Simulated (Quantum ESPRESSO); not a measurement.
# Simulated XPS, UPS and emission spectra of MoSi2, part 3 of 14

What would valence photoemission of MoSi2 look like, and what sets its shape?

Quantum ESPRESSO 7.5; DFT, PBE, plane waves, ultrasoft GBRV pseudopotentials, scalar-relativistic (the session's first sound run).

So far. Step 2 (The base run: self-consistent run): The run ends at a pressure of 1.99 GPa, with forces up to 0.28 eV/Å.

The database entry behind the starting cell is an old determination (1927), so it need not match the best structure at ambient conditions.

## Step 4: Projected DOS and spectra

projwfc.x splits the states by atom and shell, which the spectra need, since each shell has its own cross section.

The input, projwfc.in:

```
&projwfc
  prefix = 'pes'
  outdir = './tmp'
  filpdos = 'pes'
  ngauss = 0
  degauss = 0.00735
  DeltaE = 0.05
  Emin = -19.95
  Emax = 28.05
/
```

Command:

```
$ OMP_NUM_THREADS=1 mpirun -n 4 projwfc.x -nk 4 -in projwfc.in > projwfc.out
```

Log:

```text
[banner, memory and clock lines left out]
Program PROJWFC v.7.5 starts

          URL

     ./tmp/pes.save/

     IMPORTANT: XC functional enforced from input :
     Exchange-correlation= PBE
                           (   1   4   3   4   0   0   0)
     Any further DFT definition will be discarded
     Please, verify this is what you really want

     G-vector sticks info

     Gaussian broadening (read from input): ngauss,degauss=   0    0.007350

     Calling projwave ....

  Problem Sizes
  natomwfc =           21
  nbnd     =           21
  nkstot   =         1063
  npwx     =         1179
  nkb      =           54

     Atomic states used for projection
     (read from pseudopotential files):

     state #   1: atom   1 (Mo ), wfc  1 (l=0 m= 1)
     state #   2: atom   1 (Mo ), wfc  2 (l=1 m= 1)
     state #   3: atom   1 (Mo ), wfc  2 (l=1 m= 2)
     state #   4: atom   1 (Mo ), wfc  2 (l=1 m= 3)
     state #   5: atom   1 (Mo ), wfc  3 (l=2 m= 1)
     state #   6: atom   1 (Mo ), wfc  3 (l=2 m= 2)
     state #   7: atom   1 (Mo ), wfc  3 (l=2 m= 3)
     state #   8: atom   1 (Mo ), wfc  3 (l=2 m= 4)
     state #   9: atom   1 (Mo ), wfc  3 (l=2 m= 5)
     state #  10: atom   1 (Mo ), wfc  4 (l=0 m= 1)
     state #  11: atom   1 (Mo ), wfc  5 (l=1 m= 1)
     state #  12: atom   1 (Mo ), wfc  5 (l=1 m= 2)
     state #  13: atom   1 (Mo ), wfc  5 (l=1 m= 3)
     state #  14: atom   2 (Si ), wfc  1 (l=0 m= 1)
     state #  15: atom   2 (Si ), wfc  2 (l=1 m= 1)
     state #  16: atom   2 (Si ), wfc  2 (l=1 m= 2)
     state #  17: atom   2 (Si ), wfc  2 (l=1 m= 3)
     state #  18: atom   3 (Si ), wfc  1 (l=0 m= 1)
     state #  19: atom   3 (Si ), wfc  2 (l=1 m= 1)
     state #  20: atom   3 (Si ), wfc  2 (l=1 m= 2)
     state #  21: atom   3 (Si ), wfc  2 (l=1 m= 3)

 k =   0.0000000000  0.0000000000  0.0000000000
==== e(   1) =   -44.70085 eV ====
     psi = 0.969*[#   1]+0.009*[#  10]+0.008*[#  14]+0.008*[#  18]+0.002*[#  15]
          +0.002*[#  19]
    |psi|^2 = 1.000
==== e(   2) =   -18.85711 eV ====
     psi = 0.973*[#   2]+0.012*[#  15]+0.012*[#  19]+0.002*[#  11]+0.001*[#  14]
          +0.001*[#  18]
    |psi|^2 = 1.000
==== e(   3) =   -18.75865 eV ====
     psi = 0.491*[#   3]+0.491*[#   4]+0.005*[#  12]+0.005*[#  13]+0.002*[#  16]
          +0.002*[#  17]+0.002*[#  20]+0.002*[#  21]
    |psi|^2 = 1.000
==== e(   4) =   -18.75865 eV ====
     psi = 0.491*[#   3]+0.491*[#   4]+0.005*[#  12]+0.005*[#  13]+0.002*[#  16]
          +0.002*[#  17]+0.002*[#  20]+0.002*[#  21]
    |psi|^2 = 1.000
==== e(   5) =     2.60009 eV ====
     psi = 0.472*[#  10]+0.245*[#  14]+0.245*[#  18]+0.023*[#   1]+0.005*[#  15]
          +0.005*[#  19]+0.004*[#   5]
    |psi|^2 = 1.000
==== e(   6) =     9.72148 eV ====
     psi = 0.401*[#   5]+0.278*[#  15]+0.278*[#  19]+0.033*[#  10]+0.006*[#   1]

    |psi|^2 = 0.998
==== e(   7) =    12.58981 eV ====
     psi = 0.292*[#  14]+0.292*[#  18]+0.166*[#  11]+0.118*[#  15]+0.118*[#  19]
          +0.009*[#   2]
    |psi|^2 = 0.994
==== e(   8) =    13.04415 eV ====
     psi = 0.974*[#   8]
    |psi|^2 = 0.974
==== e(   9) =    13.40419 eV ====
     psi = 0.273*[#   6]+0.273*[#   7]+0.112*[#  16]+0.112*[#  17]+0.112*[#  20]
          +0.112*[#  21]
    |psi|^2 = 0.997
==== e(  10) =    13.40419 eV ====
     psi = 0.273*[#   6]+0.273*[#   7]+0.112*[#  16]+0.112*[#  17]+0.112*[#  20]
          +0.112*[#  21]
    |psi|^2 = 0.997
==== e(  11) =    16.47329 eV ====
     psi = 0.976*[#   9]
    |psi|^2 = 0.976
==== e(  12) =    19.13234 eV ====
     psi = 0.199*[#  14]+0.199*[#  18]+0.195*[#  11]+0.181*[#  15]+0.181*[#  19]
          +0.002*[#   2]
    |psi|^2 = 0.957
==== e(  13) =    19.17692 eV ====

    |psi|^2 = 0.000
==== e(  14) =    19.69331 eV ====
     psi = 0.167*[#  16]+0.167*[#  17]+0.167*[#  20]+0.167*[#  21]+0.136*[#  12]
          +0.136*[#  13]
    |psi|^2 = 0.940
==== e(  15) =    19.69331 eV ====
     psi = 0.167*[#  16]+0.167*[#  17]+0.167*[#  20]+0.167*[#  21]+0.136*[#  12]
          +0.136*[#  13]
    |psi|^2 = 0.940
==== e(  16) =    20.12007 eV ====
     psi = 0.577*[#   5]+0.179*[#  15]+0.179*[#  19]+0.014*[#  10]+0.006*[#  14]
          +0.006*[#  18]
    |psi|^2 = 0.962
[...]
psi = 0.222*[#   6]+0.222*[#   7]+0.130*[#  16]+0.130*[#  17]+0.130*[#  20]
          +0.130*[#  21]
[...]
psi = 0.222*[#   6]+0.222*[#   7]+0.130*[#  16]+0.130*[#  17]+0.130*[#  20]
          +0.130*[#  21]
[...]
psi = 0.437*[#  10]+0.221*[#  14]+0.221*[#  18]+0.016*[#  15]+0.016*[#  19]
          +0.001*[#   1]
[...]
psi = 0.026*[#   8]
[...]
psi = 0.021*[#   9]
[...]
k =   0.0590532191  0.0590532191  0.0000000000
[...]
+0.006*[#  10]+0.002*[#  15]+0.002*[#  19]+0.001*[#  16]+0.001*[#  17]
          +0.001*[#  20]+0.001*[#  21]
[...]
psi = 0.972*[#   2]+0.012*[#  15]+0.012*[#  19]+0.002*[#  11]
[...]
+0.002*[#  17]+0.002*[#  20]+0.002*[#  21]+0.001*[#  10]
[...]
+0.002*[#  17]+0.002*[#  20]+0.002*[#  21]
[...]
+0.019*[#  13]+0.005*[#  15]+0.005*[#  19]+0.004*[#   5]+0.004*[#  16]
          +0.004*[#  17]+0.004*[#  20]+0.004*[#  21]
[...]
+0.074*[#   6]+0.074*[#   7]+0.014*[#  16]+0.014*[#  17]+0.014*[#  20]
          +0.014*[#  21]+0.006*[#   2]
[...]
+0.001*[#  20]+0.001*[#  21]
[...]
+0.116*[#  21]
[...]
+0.100*[#  21]+0.057*[#  11]+0.042*[#  15]+0.042*[#  19]+0.034*[#  14]
          +0.034*[#  18]+0.003*[#   2]
[...]
+0.004*[#  12]+0.004*[#  13]+0.001*[#   5]
[...]
+0.050*[#   6]+0.050*[#   7]+0.006*[#  16]+0.006*[#  17]+0.006*[#  20]
          +0.006*[#  21]+0.002*[#   2]
[...]
+0.007*[#  21]
[...]
+0.080*[#  12]+0.080*[#  13]+0.056*[#  15]+0.056*[#  19]+0.043*[#   9]
          +0.004*[#  10]+0.002*[#  14]+0.002*[#  18]
[...]
+0.132*[#  13]+0.011*[#   8]
[...]
+0.039*[#  10]+0.039*[#  16]+0.039*[#  17]+0.039*[#  20]+0.039*[#  21]
          +0.015*[#  14]+0.015*[#  18]+0.009*[#   9]
[...]
+0.120*[#  21]
[...]
+0.122*[#  21]+0.036*[#  11]+0.026*[#  15]+0.026*[#  19]+0.010*[#  14]
          +0.010*[#  18]
[...]
+0.012*[#  12]+0.012*[#  13]+0.006*[#  16]+0.006*[#  17]+0.006*[#  20]
[...]
+0.008*[#  10]+0.006*[#  14]+0.006*[#  18]
[...]
+0.038*[#   9]+0.036*[#  14]+0.036*[#  18]
[...]
+0.010*[#  19]+0.007*[#   5]+0.002*[#   3]+0.002*[#   4]
[...]
+0.010*[#  20]+0.010*[#  21]+0.002*[#   3]+0.002*[#   4]
[...]
k =   0.1771596574  0.1771596574  0.0000000000
[...]
+0.001*[#  17]+0.001*[#  20]+0.001*[#  21]
[...]
+0.003*[#  17]+0.003*[#  20]+0.003*[#  21]+0.001*[#   8]
[...]
+0.001*[#  16]+0.001*[#  17]+0.001*[#  20]+0.001*[#  21]
[...]
+0.006*[#  13]+0.001*[#  15]+0.001*[#  19]
[...]
+0.008*[#  14]+0.008*[#  18]+0.004*[#  10]
[...]
+0.042*[#  17]+0.042*[#  20]+0.042*[#  21]+0.001*[#   1]
[...]
+0.014*[#  20]+0.014*[#  21]+0.003*[#   3]+0.003*[#   4]
[...]
k =   0.2362128765  0.2362128765  0.0000000000
[...]
+0.005*[#  20]+0.005*[#  21]+0.002*[#  10]
[...]
+0.002*[#  17]+0.002*[#  20]+0.002*[#  21]
[...]
+0.003*[#  17]+0.003*[#  20]+0.003*[#  21]+0.002*[#   8]
[...]
+0.004*[#  21]+0.003*[#   3]+0.003*[#   4]+0.002*[#   1]
[...]
+0.028*[#  21]+0.018*[#  15]+0.018*[#  19]+0.004*[#   1]
[...]
+0.036*[#  18]+0.030*[#   1]+0.027*[#  15]+0.027*[#  19]
[...]
+0.018*[#  20]+0.018*[#  21]+0.004*[#   3]+0.004*[#   4]
[...]
k =   0.2952660956  0.2952660956  0.0000000000
[...]
+0.004*[#  17]+0.004*[#  20]+0.004*[#  21]+0.002*[#   8]
[...]
+0.036*[#  20]+0.036*[#  21]+0.001*[#   3]+0.001*[#   4]
[...]
+0.002*[#  16]+0.002*[#  17]+0.002*[#  20]+0.002*[#  21]
[...]
+0.045*[#  19]+0.024*[#   1]+0.016*[#  12]+0.016*[#  13]
[...]
k =   0.3543193148  0.3543193148  0.0000000000
[...]
k =   0.4133725339  0.4133725339  0.0000000000
[...]
k =   0.4724257530  0.4724257530  0.0000000000
[...]
k =   0.5314789722  0.5314789722  0.0000000000
[...]
psi = 0.001*[#   6]+0.001*[#   7]
[...]
k =   0.5905321913  0.5905321913  0.0000000000
[...]
psi = 0.976*[#   2]+0.007*[#  11]+0.006*[#  15]+0.006*[#  19]
[...]
k =   0.6495854104  0.6495854104  0.0000000000
[...]
k =  -0.7086386295 -0.7086386295  0.0000000000
[...]
psi = 0.970*[#   1]+0.021*[#  10]+0.003*[#  15]+0.003*[#  19]
[...]
psi = 0.999*[#   8]
[...]
k =   0.0590532191  0.0000000000  0.0240389647
[...]
psi = 0.965*[#   8]+0.002*[#  12]+0.002*[#  13]
[...]
k =   0.1181064383  0.0590532191  0.0240389647
[...]
psi = 0.972*[#   2]+0.011*[#  15]+0.011*[#  19]+0.002*[#  11]
[...]
k =   0.1771596574  0.1181064383  0.0240389647
[...]
psi = 0.971*[#   2]+0.011*[#  15]+0.011*[#  19]+0.003*[#  11]
[...]
k =   0.2362128765  0.1771596574  0.0240389647
[...]
k =   0.2952660956  0.2362128765  0.0240389647
[...]
k =   0.3543193148  0.2952660956  0.0240389647
[...]
k =   0.4133725339  0.3543193148  0.0240389647
[...]
+0.027*[#  17]+0.027*[#  20]+0.027*[#  21]+0.024*[
[... cut ...]
7]
[...]
k =   0.0590532191  1.1810643826 -0.0240389647
[...]
+0.013*[#  20]+0.013*[#  21]+0.006*[#  15]+0.006*[#  19]
[...]
+0.009*[#  13]+0.008*[#   5]+0.003*[#   9]+0.001*[#   8]
[...]
+0.010*[#  18]+0.002*[#  11]+0.002*[#  12]+0.002*[#  13]
[...]
k =  -1.2991708208 -0.1771596574 -0.0240389647
[...]
+0.008*[#   6]+0.008*[#   7]+0.004*[#  10]
[...]
+0.002*[#   3]+0.002*[#   4]+0.002*[#   9]
[...]
+0.001*[#   9]
[...]
+0.002*[#  14]+0.002*[#  18]+0.001*[#  11]
[...]
+0.003*[#  14]+0.003*[#  18]+0.002*[#   3]+0.002*[#   4]
[...]
+0.001*[#   1]
[...]
+0.006*[#  21]+0.003*[#   9]+0.002*[#  10]+0.001*[#   1]
[...]
+0.003*[#   8]+0.001*[#   6]+0.001*[#   7]
[...]
+0.003*[#  19]+0.002*[#   1]+0.001*[#  11]
[...]
+0.002*[#   8]
[...]
k =   0.0000000000  1.0629579443 -0.0000000000
[...]
+0.002*[#  17]+0.002*[#  20]+0.002*[#  21]
[...]
+0.022*[#  20]+0.022*[#  21]
[...]
+0.007*[#   4]+0.002*[#   8]
[...]
+0.002*[#   4]
[...]
+0.016*[#  12]+0.016*[#  13]
[...]
+0.008*[#  18]+0.002*[#   2]
[...]
+0.005*[#  21]
[...]
+0.002*[#  12]+0.002*[#  13]
[...]
+0.025*[#  12]+0.025*[#  13]
[...]
+0.004*[#  12]+0.004*[#  13]+0.003*[#  14]+0.003*[#  18]
[...]
+0.002*[#  18]
[...]
+0.044*[#   5]+0.038*[#  16]+0.038*[#  17]+0.038*[#  20]+0.038*[#  21]
          +0.006*[#  12]+0.006*[#  13]+0.002*[#   1]
[...]
+0.004*[#   7]
[...]
psi = 0.160*[#  14]+0.160*[#  18]+0.101*[#  16]+0.101*[#  17]+0.101*[#  20]
          +0.101*[#  21]+0.090*[#   6]+0.090*[#   7]+0.032*[#  15]+0.032*[#  19]
          +0.006*[#  11]+0.002*[#   2]
[...]
==== e(  19) =    26.10104 eV ====
     psi = 0.101*[#  10]+0.029*[#  14]+0.029*[#  18]+0.022*[#   5]+0.016*[#  16]
          +0.016*[#  17]+0.016*[#  20]+0.016*[#  21]+0.012*[#   8]+0.009*[#  12]
          +0.009*[#  13]+0.007*[#  15]+0.007*[#  19]+0.005*[#   1]+0.001*[#   3]
          +0.001*[#   4]
    |psi|^2 = 0.298
==== e(  20) =    27.45427 eV ====
     psi = 0.042*[#  12]+0.042*[#  13]+0.035*[#   9]
    |psi|^2 = 0.123
==== e(  21) =    27.71657 eV ====
     psi = 0.010*[#  16]+0.010*[#  17]+0.010*[#  20]+0.010*[#  21]+0.004*[#   6]
          +0.004*[#   7]+0.002*[#  15]+0.002*[#  19]+0.001*[#  11]
    |psi|^2 = 0.055

 k =   0.0590532191  1.1220111634 -0.0000000000
==== e(   1) =   -44.69330 eV ====
     psi = 0.898*[#   1]+0.024*[#  15]+0.024*[#  19]+0.015*[#  12]+0.015*[#  13]
          +0.007*[#  10]+0.004*[#  16]+0.004*[#  17]+0.004*[#  20]+0.004*[#  21]

    |psi|^2 = 1.000
==== e(   2) =   -18.86628 eV ====
     psi = 0.969*[#   2]+0.005*[#  11]+0.004*[#  14]+0.004*[#  18]+0.003*[#  15]
          +0.003*[#  19]+0.003*[#  16]+0.003*[#  17]+0.003*[#  20]+0.003*[#  21]

    |psi|^2 = 1.000
==== e(   3) =   -18.85468 eV ====
     psi = 0.485*[#   3]+0.485*[#   4]+0.006*[#  15]+0.006*[#  19]+0.002*[#  10]
          +0.002*[#  16]+0.002*[#  17]+0.002*[#  20]+0.002*[#  21]+0.002*[#  14]
          +0.002*[#  18]+0.001*[#   8]+0.001*[#  12]+0.001*[#  13]
    |psi|^2 = 1.000
==== e(   4) =   -18.75521 eV ====
     psi = 0.486*[#   3]+0.486*[#   4]+0.009*[#  12]+0.009*[#  13]+0.002*[#  16]
          +0.002*[#  17]+0.002*[#  20]+0.002*[#  21]
    |psi|^2 = 1.000
==== e(   5) =     4.90003 eV ====
     psi = 0.464*[#  11]+0.152*[#  14]+0.152*[#  18]+0.054*[#  15]+0.054*[#  19]
          +0.025*[#   2]+0.018*[#   6]+0.018*[#   7]+0.016*[#  16]+0.016*[#  17]
          +0.016*[#  20]+0.016*[#  21]
    |psi|^2 = 0.999
==== e(   6) =
```

Elapsed: 4.7 s, on 4 MPI ranks of Arm Neoverse V1, shared host.

Numbers from this step:

* zero of energy: Fermi level
* share of occupied states in no projected shell: 0.0074 of the occupied states in the window
* DOS at the Fermi level: 0.2829 states/eV/cell

The DOS has structure finer than the step of the table below, so its rows give means over 2.5 eV, whole bins alone (the curve runs from -36.0 to 9.22 eV). Peaks (eV: height): total -34.88: 22.1, -2.18: 4.53; Mo 4d -2.18: 2.51, 2.12: 1.78; Si 3p -5.98: 0.904, -2.18: 1.44, 5.92: 0.761, 7.22: 0.78; Si 3s -9.08: 0.454, -8.48: 0.391, 2.32: 0.435, 4.42: 0.23; Mo 5p -11.28: 0.195, -2.08: 0.381, 7.22: 0.249, 8.52: 0.211.

The DOS by E, zero at the Fermi level; means over each step; values in states/eV/cell:

```tsv
E (eV)	total	Mo 4d	Si 3p	Si 3s	Mo 5p	Mo 5s	Mo 4p
-15.0	0	0	0	0	0	0	0
-12.5	0.267	0.00448	0.0405	0.0875	0.0897	0.0444	0
-10.0	0.676	0.0807	0.163	0.248	0.152	0.0315	0
-7.5	0.679	0.149	0.247	0.207	0.0537	0.0204	0
-5.0	1.08	0.304	0.580	0.0994	0.0436	0.0458	0
-2.5	2.52	1.35	0.806	0.114	0.175	0.0371	0
0.0	0.724	0.491	0.150	0.0467	0.0149	0.00246	0
2.5	1.90	0.912	0.492	0.240	0.0785	0.0760	0
5.0	1.77	0.393	0.657	0.178	0.162	0.138	0
7.5	1.47	0.164	0.609	0.125	0.194	0.0832	0
```

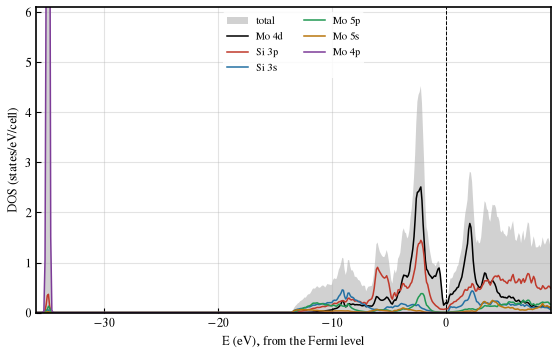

DOS, plotted against E. The peaks of deep states run off the scale.

Simulated valence spectra by photon energy, shown to 13 eV, since a deeper line would dwarf them at some energies; the 100 % can be that line's tail at the edge; this run's widths, added to any smearing of the DOS itself: Gaussian 0.1 eV, Lorentzian 0.1 eV plus 0.08 an eV of depth. Table of intensity by binding energy, zero at the Fermi level; values in % of the maximum within 13 eV:

```tsv
binding energy (eV)	21.2 eV	100 eV	1486.7 eV	5414.7 eV	8047.8 eV
-1	1.14	1.44	1.58	2.58	3.09
0	7.58	5.55	7.71	8.13	8.23
1	36.6	21.7	35.4	33.7	32.2
2	83.2	90.0	83.2	82.6	81.7
3	54.1	61.5	57.3	65.2	70.7
4	24.5	46.8	29.9	42.2	50.9
5	14.2	45.8	18.9	27.9	34.0
6	12.9	49.0	17.3	25.5	31.5
7	8.02	30.2	13.8	25.8	33.4
8	8.29	37.0	17.5	37.0	49.0
9	7.75	39.3	18.8	42.8	57.8
10	4.14	28.1	12.7	31.5	43.3
11	1.95	20.7	9.29	25.4	35.6
12	-	14.1	6.75	20.2	29.0
```

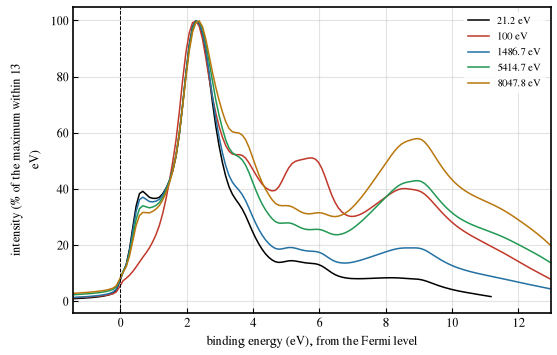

Intensity, plotted against binding energy.

Maxima picked by a test of local sharpness, so broad peaks and shoulders can be missing; peaks within 0.45 eV of a curve's cut are left out. Valence peaks, by row:

```tsv
photon energy (eV)	binding energy (eV)	height (% of the maximum within 13 eV)	main shell	its share (%)
21.2	5.154	14.4	Mo 4d	90.99
21.2	2.304	100	Mo 4d	97.29
21.2	0.6535	39.23	Mo 4d	99.2
100	34.9	42.2	Mo 4p	95.53
100	8.554	40.1	Si 3s	58.27
100	5.754	51.05	Si 3p	83.67
100	2.254	100	Si 3p	78.97
1487	34.9	227.8	Mo 4p	99.86
1487	5.104	19.11	Mo 4d	62.4
1487	2.304	100	Mo 4d	88.54
1487	0.6535	37.09	Mo 4d	95.49
5415	34.9	740.9	Mo 4p	99.91
5415	8.954	42.93	Si 3s	71.05
5415	2.354	100	Mo 4d	74.77
5415	0.7035	33.97	Mo 4d	87.95
8048	34.9	982.6	Mo 4p	99.9
8048	8.954	57.92	Si 3s	73.87
8048	6.004	31.5	Si 3s	37.62
8048	2.354	100	Mo 4d	65.5
```

The intensity has structure finer than the step of the table below, so its rows give means over 2.5 eV, whole bins alone (the curve runs from -36.0 to 1.42 eV). Peaks (eV: height): Mo L-beta2 -2.28: 99.9; Si K-beta -5.58: 60.3, -2.28: 99.8; Si K-beta, E along x -2.18: 101; Si K-beta, E along y -2.18: 101; Si K-beta, E along z -5.48: 64.4, -2.38: 101.

Shapes are the site's partial DOS without matrix elements, which overweights lines from ligand s bands. Table of intensity by emission energy less the core level's binding energy, zero at the Fermi level; means over each step; values in % of the unpolarised maximum:

```tsv
emission energy less the core level's binding energy (eV)	Mo L-beta2	Si K-beta	Si K-beta, E along x	Si K-beta, E along y	Si K-beta, E along z	Si L2,3
-32.5	0.240	0.839	0.781	0.781	0.954	0.463
-30.0	0.269	0.343	0.324	0.324	0.382	0.247
-27.5	0.323	0.251	0.241	0.241	0.272	0.240
-25.0	0.403	0.251	0.244	0.244	0.267	0.292
-22.5	0.522	0.300	0.292	0.292	0.314	0.403
-20.0	0.707	0.405	0.397	0.397	0.421	0.627
-17.5	1.02	0.631	0.622	0.622	0.649	1.17
-15.0	1.67	1.32	1.30	1.30	1.34	3.70
-12.5	3.52	5.65	5.75	5.75	5.46	28.3
-10.0	9.58	16.5	16.7	16.7	16.1	73.4
-7.5	18.6	29.3	26.6	26.6	34.6	66.1
-5.0	38.4	53.4	52.4	52.4	55.4	35.6
-2.5	86.7	73.8	74.2	74.2	73.1	38.5
0.0	38.8	13.2	13.9	13.9	11.5	3.21
```

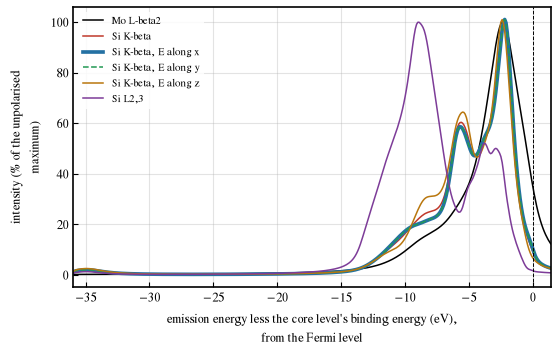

Intensity against emission energy less the core level's binding energy.

Sums over each group's atoms; left-over states aren't shared out by site. Site centres, by row:

```tsv
group	element	shell	occupied states	centre of occupied part (eV)	centre up to the window's top (eV)
Mo1	Mo	5s	0.4532	-7.786	0.7229
Mo1	Mo	4p	5.838	-34.91	-34.91
Mo1	Mo	5p	1.335	-7.752	-1.217
Mo1	Mo	4d	5.469	-3.187	-0.3557
Si2	Si	3s	1.915	-7.979	-2.571
Si2	Si	3p	4.844	-5.367	-0.05239
```

(Part 3 of 14 ends here.)

[Logs are printed without paths, hosts, clocks, repeated set-up lines and the standing remarks that a program may print on its own settings, such as how far it seeks lower states.]

[Hosts, paths, dates, database ids (printed as entryN), source tags and the programs' standing remarks are cut or masked in the printed files.]

[Maps of the electrostatic potential energy from Ansatz leave out the sawtooth potential of an applied field or a dipole correction, so their vacuum need not be flat; work functions include it.]

[Peak lists hold at most the 14 tallest peaks of each spectrum; further lines can be left out.]
